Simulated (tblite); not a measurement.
## Saddle-point search of C5H13Ge (charge −1)

The run: saddle-point search of C5H13Ge, charge −1. Method and program: GFN2-xTB saddle search (eigenvector following) and harmonic vibrations, gas phase (tblite 0.8.0).

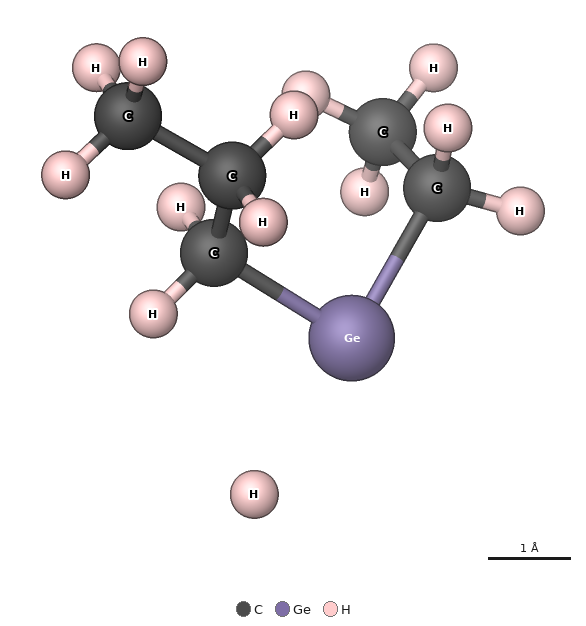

**Figure 1.** The input geometry (ball-and-stick view, seen at a tilt). Sticks mark near contacts. Bond lengths as drawn: C–C 1.52 to 1.53 Å, C–Ge 2.07 to 2.20 Å and C–H 1.09 to 1.10 Å.

### Input file
```
{"job": {"xc": "GFN2-xTB", "basis": "xTB", "kind": "saddle"}, "charge": -1, "multiplicity": 1}
C      2.596575     0.213008     0.712909
C      1.434326     0.245508    -0.279616
C      0.543115    -0.982837    -0.178031
Ge    -1.023018    -1.012362    -1.528056
C     -1.949172     0.772205    -0.636212
C     -2.436796     0.522440     0.784083
H      3.226764     1.100162     0.618225
H      2.219538     0.169387     1.734860
H      3.212862    -0.667774     0.541415
H      1.836238     0.310575    -1.296175
H      0.844271     1.148146    -0.099623
H      0.156215    -1.067821     0.844349
H      1.134866    -1.876219    -0.375553
H      0.026077    -2.917217    -2.412419
H     -1.315299     1.667652    -0.639939
H     -2.822177     1.036534    -1.252024
H     -1.594278     0.433299     1.468456
H     -3.089995     1.320172     1.162919
H     -3.000113    -0.414857     0.830434
```

The first line tells a small driver script what to run in tblite; the rest is the geometry in Å.

Hardware: 1 CPU thread, shared host.

Launched with:
```bash
OMP_NUM_THREADS=1 python <driver script> task.json out
```

### What the program printed
```
step      E/eV     max force
  0    -527.76397   0.0256
  1    -527.76706   0.0269
  2    -527.76919   0.0714
  3    -527.76821   0.0160
  4    -527.76964   0.0219
  5    -527.77104   0.0273
  6    -527.77285   0.0238
  7    -527.77534   0.0659
  8    -527.77385   0.0124
  9    -527.77547   0.0224
 10    -527.77714   0.0268
 11    -527.77907   0.0171
 12    -527.78185   0.0337
 13    -527.78476   0.0372
 14    -527.78815   0.0349
 15    -527.79292   0.0469
 16    -527.79952   0.0459
 17    -527.80802   0.0900
 18    -527.80341   0.0208
 19    -527.80886   0.0338
 20    -527.81448   0.0387
 21    -527.82032   0.0277
 22    -527.82813   0.0563
 23    -527.82350   0.0182
 24    -527.82775   0.0244
 25    -527.83201   0.0288
 26    -527.83604   0.0212
 27    -527.84121   0.0376
 28    -527.84617   0.0433
 29    -527.85049   0.0550
 30    -527.85409   0.0410
 31    -527.85794   0.0490
 32    -527.85905   0.1112
 33    -527.85911   0.0202
 34    -527.85993   0.0289
 35    -527.86022   0.0139
 36    -527.86027   0.0022
lowest wavenumbers (cm-1): -228.2 57.9 71.0 91.2 136.9 146.8
```

### Trajectory as extended XYZ (Å, eV, eV/Å), 12 frames, from step=0 to step=36
```
19
Properties=species:S:1:pos:R:3:forces:R:3 step=0 energy=-527.76397
C     2.5966    0.2130    0.7129   -0.0030   0.0170   0.0010
C     1.4343    0.2455   -0.2796    0.0110  -0.0160  -0.0060
C     0.5431   -0.9828   -0.1780   -0.0070   0.0110   0.0060
Ge   -1.0230   -1.0124   -1.5281    0.0030   0.0020  -0.0050
C    -1.9492    0.7722   -0.6362    0.0050   0.0010   0.0050
C    -2.4368    0.5224    0.7841   -0.0230  -0.0050  -0.0100
H     3.2268    1.1002    0.6182   -0.0010  -0.0090  -0.0010
H     2.2195    0.1694    1.7349    0.0050  -0.0030  -0.0010
H     3.2129   -0.6678    0.5414    0.0070  -0.0110  -0.0040
H     1.8362    0.3106   -1.2962   -0.0010  -0.0020   0.0040
H     0.8443    1.1481   -0.0996   -0.0020   0.0080   0.0020
H     0.1562   -1.0678    0.8443   -0.0040   0.0040  -0.0020
H     1.1349   -1.8762   -0.3756    0.0000  -0.0050   0.0030
H     0.0261   -2.9172   -2.4124    0.0110   0.0080   0.0020
H    -1.3153    1.6677   -0.6399   -0.0070  -0.0040  -0.0040
H    -2.8222    1.0365   -1.2520   -0.0090  -0.0030  -0.0010
H    -1.5943    0.4333    1.4685    0.0110  -0.0030   0.0070
H    -3.0900    1.3202    1.1629    0.0050   0.0010   0.0020
H    -3.0001   -0.4149    0.8304    0.0000   0.0090   0.0030
19
Properties=species:S:1:pos:R:3:forces:R:3 step=3 energy=-527.76821
C     2.6167    0.1966    0.7020    0.0040   0.0030   0.0030
C     1.4587    0.2315   -0.2950   -0.0020  -0.0060  -0.0050
C     0.5278   -0.9635   -0.1552    0.0020   0.0020   0.0050
Ge   -0.9886   -0.9714   -1.5599    0.0050   0.0060   0.0060
C    -1.9843    0.7531   -0.6253    0.0000  -0.0030  -0.0020
C    -2.4664    0.5157    0.7989   -0.0080  -0.0020  -0.0020
H     3.2715    1.0629    0.5837   -0.0020  -0.0100   0.0000
H     2.2366    0.1919    1.7240    0.0060   0.0000  -0.0080
H     3.2088   -0.7058    0.5564   -0.0030   0.0040   0.0010
H     1.8651    0.2464   -1.3120   -0.0060  -0.0040   0.0110
H     0.8958    1.1592   -0.1502    0.0080  -0.0090  -0.0030
H     0.1224   -0.9938    0.8630    0.0060   0.0050  -0.0140
H     1.0955   -1.8813   -0.3093   -0.0080   0.0120   0.0050
H     0.1310   -2.8337   -2.4513    0.0040   0.0070   0.0010
H    -1.3594    1.6554   -0.6390   -0.0030  -0.0020  -0.0010
H    -2.8618    1.0035   -1.2409   -0.0020  -0.0010   0.0010
H    -1.6209    0.4107    1.4778   -0.0010  -0.0010   0.0020
H    -3.0978    1.3301    1.1800    0.0010  -0.0030  -0.0010
H    -3.0505   -0.4074    0.8524    0.0010   0.0040   0.0010
19
Properties=species:S:1:pos:R:3:forces:R:3 step=6 energy=-527.77285
C     2.6564    0.1702    0.6830    0.0070  -0.0030   0.0050
C     1.5057    0.2099   -0.3218   -0.0060  -0.0020  -0.0070
C     0.5119   -0.9248   -0.1232    0.0080   0.0040   0.0030
Ge   -0.9487   -0.9018   -1.5830    0.0020   0.0040   0.0040
C    -2.0297    0.7436   -0.6068   -0.0010  -0.0010   0.0010
C    -2.5234    0.4933    0.8112   -0.0020  -0.0020  -0.0010
H     3.3521    0.9976    0.5260   -0.0040  -0.0120   0.0020
H     2.2729    0.2336    1.7022    0.0080   0.0020  -0.0160
H     3.2051   -0.7656    0.5844   -0.0090   0.0150   0.0040
H     1.9145    0.1438   -1.3356   -0.0090  -0.0030   0.0180
H     0.9901    1.1732   -0.2343    0.0130  -0.0190  -0.0060
H     0.0946   -0.8741    0.8886    0.0080   0.0040  -0.0130
H     1.0342   -1.8767   -0.2197   -0.0080   0.0150   0.0050
H     0.2398   -2.7204   -2.4747    0.0010   0.0030   0.0010
H    -1.4217    1.6582   -0.6092   -0.0020  -0.0020   0.0030
H    -2.9050    0.9805   -1.2309    0.0000   0.0010   0.0010
H    -1.6841    0.3959    1.4992   -0.0030  -0.0030   0.0010
H    -3.1672    1.2995    1.1888   -0.0020  -0.0020   0.0000
H    -3.0977   -0.4359    0.8557   -0.0020   0.0000  -0.0020
19
Properties=species:S:1:pos:R:3:forces:R:3 step=9 energy=-527.77547
C     2.6708    0.1619    0.6771    0.0070  -0.0020   0.0050
C     1.5308    0.1958   -0.3398   -0.0060  -0.0020  -0.0070
C     0.5060   -0.9051   -0.1127    0.0080   0.0040   0.0030
Ge   -0.9346   -0.8676   -1.5909    0.0010   0.0040   0.0040
C    -2.0482    0.7432   -0.5955   -0.0010   0.0000   0.0000
C    -2.5480    0.4784    0.8176   -0.0030  -0.0020  -0.0010
H     3.3880    0.9664    0.4999   -0.0040  -0.0120   0.0020
H     2.2795    0.2684    1.6897    0.0090   0.0010  -0.0160
H     3.1972   -0.7897    0.6149   -0.0080   0.0140   0.0030
H     1.9454    0.0829   -1.3468   -0.0080  -0.0030   0.0160
H     1.0393    1.1748   -0.2910    0.0120  -0.0180  -0.0060
H     0.0873   -0.8146    0.8955    0.0080   0.0040  -0.0120
H     1.0031   -1.8728   -0.1821   -0.0080   0.0150   0.0050
H     0.2800   -2.6671   -2.4853    0.0010   0.0030   0.0010
H    -1.4472    1.6625   -0.5871   -0.0020  -0.0010   0.0030
H    -2.9216    0.9782   -1.2229    0.0000   0.0020   0.0000
H    -1.7122    0.3829    1.5100   -0.0040  -0.0040   0.0010
H    -3.2001    1.2772    1.1970   -0.0020  -0.0030   0.0000
H    -3.1153   -0.4553    0.8524   -0.0030   0.0000  -0.0020
19
Properties=species:S:1:pos:R:3:forces:R:3 step=13 energy=-527.78476
C     2.7238    0.1237    0.6559    0.0120  -0.0030   0.0070
C     1.5988    0.1605   -0.3767   -0.0140  -0.0050  -0.0100
C     0.4899   -0.8378   -0.0786    0.0220   0.0100   0.0040
Ge   -0.8966   -0.7703   -1.6037    0.0010   0.0060   0.0080
C    -2.1140    0.7373   -0.5748    0.0000   0.0000  -0.0040
C    -2.6205    0.4418    0.8298   -0.0050  -0.0040   0.0010
H     3.4968    0.8623    0.4312   -0.0100  -0.0200   0.0030
H     2.3310    0.3308    1.6527    0.0150  -0.0010  -0.0200
H     3.1834   -0.8639    0.6700   -0.0100   0.0210   0.0020
H     2.0074   -0.0681   -1.3659   -0.0170  -0.0010   0.0260
H     1.1820    1.1757   -0.4142    0.0180  -0.0320  -0.0060
H     0.0758   -0.6424    0.9165    0.0160   0.0040  -0.0230
H     0.9134   -1.8428   -0.0766   -0.0140   0.0310   0.0070
H     0.4110   -2.5064   -2.4960    0.0010   0.0060   0.0030
H    -1.5446    1.6768   -0.5495   -0.0040  -0.0040   0.0050
H    -2.9877    0.9491   -1.2100    0.0030   0.0020   0.0010
H    -1.7900    0.3633    1.5307   -0.0080  -0.0060   0.0010
H    -3.2988    1.2181    1.2102   -0.0020  -0.0060   0.0000
H    -3.1610   -0.5077    0.8491   -0.0040   0.0000  -0.0040
19
Properties=species:S:1:pos:R:3:forces:R:3 step=16 energy=-527.79952
C     2.7817    0.0714    0.6329    0.0160  -0.0050   0.0100
C     1.6637    0.1268   -0.4057   -0.0160  -0.0050  -0.0130
C     0.4748   -0.7507   -0.0437    0.0280   0.0110   0.0060
Ge   -0.8679   -0.6745   -1.6029    0.0010   0.0060   0.0050
C    -2.1887    0.7288   -0.5634   -0.0020   0.0020   0.0000
C    -2.6896    0.4045    0.8368   -0.0070  -0.0050  -0.0010
H     3.6077    0.7348    0.3659   -0.0150  -0.0260   0.0060
H     2.4050    0.3704    1.6132    0.0210  -0.0050  -0.0290
H     3.1662   -0.9450    0.7114   -0.0120   0.0310   0.0010
H     2.0446   -0.2112   -1.3737   -0.0210   0.0040   0.0330
H     1.3331    1.1688   -0.5194    0.0200  -0.0410  -0.0050
H     0.0769   -0.4514    0.9322    0.0180   0.0050  -0.0260
H     0.8168   -1.7843    0.0320   -0.0140   0.0400   0.0080
H     0.5579   -2.3252   -2.4885    0.0030   0.0070   0.0040
H    -1.6638    1.6943   -0.5304   -0.0060  -0.0050   0.0060
H    -3.0665    0.9022   -1.2040    0.0020   0.0020   0.0010
H    -1.8599    0.3518    1.5410   -0.0090  -0.0080   0.0000
H    -3.3973    1.1530    1.2191   -0.0020  -0.0080  -0.0010
H    -3.1946   -0.5643    0.8474   -0.0050   0.0020  -0.0060
19
Properties=species:S:1:pos:R:3:forces:R:3 step=19 energy=-527.80886
C     2.8074    0.0536    0.6181    0.0110  -0.0020   0.0020
C     1.6898    0.1138   -0.4202   -0.0090  -0.0060  -0.0080
C     0.4710   -0.7064   -0.0271    0.0180   0.0100   0.0100
Ge   -0.8641   -0.6455   -1.5918    0.0010   0.0040   0.0040
C    -2.2107    0.7317   -0.5548   -0.0020   0.0010   0.0050
C    -2.7253    0.3786    0.8335   -0.0050  -0.0060  -0.0030
H     3.6541    0.6803    0.3300   -0.0060  -0.0180  -0.0020
H     2.4438    0.3949    1.5890    0.0130   0.0000  -0.0120
H     3.1581   -0.9714    0.7273   -0.0030   0.0080   0.0020
H     2.0520   -0.2729   -1.3759   -0.0110  -0.0010   0.0170
H     1.3972    1.1620   -0.5692    0.0120  -0.0200  -0.0070
H     0.0845   -0.3572    0.9366    0.0130   0.0080  -0.0190
H     0.7778   -1.7475    0.0878   -0.0100   0.0310   0.0090
H     0.6093   -2.2628   -2.4698    0.0050   0.0070   0.0040
H    -1.6936    1.7000   -0.4986   -0.0050  -0.0030   0.0060
H    -3.0819    0.9086   -1.2031    0.0000   0.0030   0.0010
H    -1.9025    0.3108    1.5446   -0.0090  -0.0100  -0.0020
H    -3.4364    1.1193    1.2243   -0.0060  -0.0060   0.0000
H    -3.2304   -0.5900    0.8193   -0.0060   0.0010  -0.0070
19
Properties=species:S:1:pos:R:3:forces:R:3 step=22 energy=-527.82813
C     2.8560    0.0232    0.5861    0.0160  -0.0020   0.0080
C     1.7337    0.0949   -0.4460   -0.0170  -0.0090  -0.0100
C     0.4668   -0.6152    0.0064    0.0270   0.0080   0.0190
Ge   -0.8657   -0.6102   -1.5599    0.0030   0.0020   0.0070
C    -2.2424    0.7426   -0.5359   -0.0030   0.0070   0.0190
C    -2.7951    0.3212    0.8190    0.0020  -0.0160  -0.0080
H     3.7376    0.5774    0.2556   -0.0190  -0.0260   0.0050
H     2.5259    0.4420    1.5395    0.0190  -0.0080  -0.0270
H     3.1429   -1.0146    0.7509   -0.0060   0.0240   0.0010
H     2.0540   -0.3782   -1.3773   -0.0180   0.0100   0.0330
H     1.5107    1.1495   -0.6591    0.0100  -0.0350  -0.0040
H     0.1029   -0.1678    0.9394    0.0210  -0.0030  -0.0390
H     0.7126   -1.6614    0.2056   -0.0110   0.0550   0.0050
H     0.6915   -2.1699   -2.4212    0.0020   0.0040   0.0030
H    -1.7292    1.7078   -0.4189   -0.0140  -0.0170   0.0070
H    -3.0946    0.9463   -1.2012    0.0060   0.0040   0.0100
H    -1.9889    0.1941    1.5422   -0.0220  -0.0090  -0.0210
H    -3.4998    1.0531    1.2368   -0.0030  -0.0130  -0.0020
H    -3.3188   -0.6349    0.7379    0.0070   0.0230  -0.0070
19
Properties=species:S:1:pos:R:3:forces:R:3 step=26 energy=-527.83604
C     2.8744    0.0093    0.5744    0.0070  -0.0020   0.0010
C     1.7499    0.0891   -0.4545   -0.0020  -0.0030  -0.0040
C     0.4662   -0.5729    0.0191    0.0050   0.0060   0.0060
Ge   -0.8705   -0.6036   -1.5432    0.0000   0.0010   0.0050
C    -2.2544    0.7473   -0.5283   -0.0010   0.0030   0.0060
C    -2.8200    0.2962    0.8109   -0.0030  -0.0070  -0.0030
H     3.7696    0.5282    0.2262   -0.0020  -0.0120  -0.0020
H     2.5631    0.4602    1.5188    0.0100   0.0010  -0.0110
H     3.1317   -1.0317    0.7629   -0.0030   0.0070   0.0020
H     2.0503   -0.4163   -1.3740   -0.0050  -0.0020   0.0080
H     1.5561    1.1430   -0.6928    0.0080  -0.0090  -0.0050
H     0.1111   -0.0837    0.9333    0.0060   0.0090  -0.0100
H     0.6883   -1.6155    0.2587   -0.0050   0.0190   0.0080
H     0.7210   -2.1344   -2.4061    0.0020   0.0030   0.0040
H    -1.7451    1.7103   -0.3861   -0.0030  -0.0030   0.0080
H    -3.0997    0.9615   -1.1984    0.0020   0.0060   0.0030
H    -2.0195    0.1420    1.5344   -0.0090  -0.0100  -0.0060
H    -3.5209    1.0229    1.2435   -0.0040  -0.0090   0.0000
H    -3.3516   -0.6519    0.7012   -0.0030   0.0020  -0.0080
19
Properties=species:S:1:pos:R:3:forces:R:3 step=29 energy=-527.85049
C     2.9079   -0.0042    0.5491    0.0100  -0.0010   0.0110
C     1.7806    0.0740   -0.4768   -0.0130  -0.0050  -0.0080
C     0.4670   -0.4877    0.0443    0.0100   0.0000   0.0140
Ge   -0.8891   -0.5982   -1.4993    0.0020   0.0020   0.0110
C    -2.2599    0.7768   -0.5024   -0.0050   0.0170   0.0320
C    -2.8708    0.2311    0.7825    0.0060  -0.0180  -0.0170
H     3.8278    0.4385    0.1617   -0.0110  -0.0140   0.0060
H     2.6331    0.5236    1.4656    0.0140  -0.0090  -0.0270
H     3.1076   -1.0447    0.8024   -0.0050   0.0240  -0.0020
H     2.0440   -0.5042   -1.3643   -0.0120   0.0110   0.0250
H     1.6421    1.1203   -0.7796    0.0040  -0.0260   0.0020
H     0.1329    0.0908    0.9149    0.0140  -0.0100  -0.0290
H     0.6436   -1.5166    0.3720   -0.0030   0.0380   0.0000
H     0.7365   -2.1054   -2.3605   -0.0010   0.0000   0.0020
H    -1.7452    1.7206   -0.2742   -0.0250  -0.0370   0.0010
H    -3.0808    1.0457   -1.1837    0.0180  -0.0010   0.0270
H    -2.0908   -0.0021    1.5097   -0.0310   0.0010  -0.0400
H    -3.5671    0.9358    1.2573    0.0030  -0.0210  -0.0080
H    -3.4194   -0.6941    0.5814    0.0250   0.0490   0.0010
19
Properties=species:S:1:pos:R:3:forces:R:3 step=32 energy=-527.85905
C     2.9500   -0.0014    0.5115    0.0050   0.0000   0.0080
C     1.8061    0.0552   -0.4975   -0.0080  -0.0020  -0.0050
C     0.4782   -0.4069    0.0821    0.0090   0.0040   0.0050
Ge   -0.9114   -0.5936   -1.4265    0.0040   0.0050   0.0080
C    -2.2447    0.8311   -0.4535   -0.0230   0.0240   0.0640
C    -2.9366    0.1538    0.7259    0.0170  -0.0200  -0.0460
H     3.8838    0.3529    0.0702   -0.0130  -0.0100   0.0090
H     2.7287    0.6159    1.3857    0.0050  -0.0130  -0.0260
H     3.0973   -1.0271    0.8475    0.0000   0.0210  -0.0020
H     2.0244   -0.5972   -1.3445   -0.0050   0.0160   0.0240
H     1.7096    1.0817   -0.8741   -0.0030  -0.0220   0.0060
H     0.1740    0.2564    0.9020    0.0090  -0.0160  -0.0190
H     0.6197   -1.4092    0.4977    0.0020   0.0180  -0.0060
H     0.6974   -2.1301   -2.2774   -0.0010   0.0020   0.0000
H    -1.7242    1.7295   -0.0917   -0.0580  -0.0800  -0.0250
H    -3.0190    1.1918   -1.1479    0.0390  -0.0210   0.0590
H    -2.1985   -0.1844    1.4581   -0.0430   0.0200  -0.0670
H    -3.6452    0.8116    1.2465    0.0060  -0.0170  -0.0150
H    -3.4897   -0.7299    0.3858    0.0570   0.0910   0.0290
19
Properties=species:S:1:pos:R:3:forces:R:3 step=36 energy=-527.86027
C     2.9546    0.0080    0.5081    0.0000   0.0000   0.0000
C     1.8104    0.0459   -0.5011    0.0000   0.0000   0.0000
C     0.4829   -0.4064    0.0852    0.0000   0.0000   0.0000
Ge   -0.9130   -0.5891   -1.4178    0.0000   0.0000   0.0000
C    -2.2397    0.8376   -0.4390    0.0000   0.0000   0.0010
C    -2.9489    0.1459    0.7170    0.0000  -0.0010   0.0000
H     3.8910    0.3391    0.0559    0.0000   0.0000   0.0000
H     2.7402    0.6537    1.3622    0.0000   0.0000   0.0000
H     3.0927   -1.0075    0.8757    0.0000   0.0010   0.0000
H     2.0283   -0.6199   -1.3364    0.0000   0.0000   0.0000
H     1.7132    1.0649   -0.8953    0.0000   0.0000   0.0000
H     0.1845    0.2620    0.9020    0.0000   0.0000   0.0000
H     0.6214   -1.4066    0.5058    0.0000   0.0000   0.0000
H     0.6874   -2.1280   -2.2786    0.0000   0.0000   0.0000
H    -1.7185    1.7224   -0.0554   -0.0010  -0.0010   0.0000
H    -3.0029    1.2166   -1.1324    0.0010   0.0000   0.0010
H    -2.2213   -0.2161    1.4452   -0.0010   0.0010  -0.0010
H    -3.6554    0.7991    1.2451    0.0000   0.0000   0.0000
H    -3.5067   -0.7214    0.3538    0.0010   0.0020   0.0000
```

### Summary

```tsv
quantity	value
outcome	converged
total energy	−527.8603 eV
point group	C1
wall time	26 s
peak memory	0.2 GiB
```
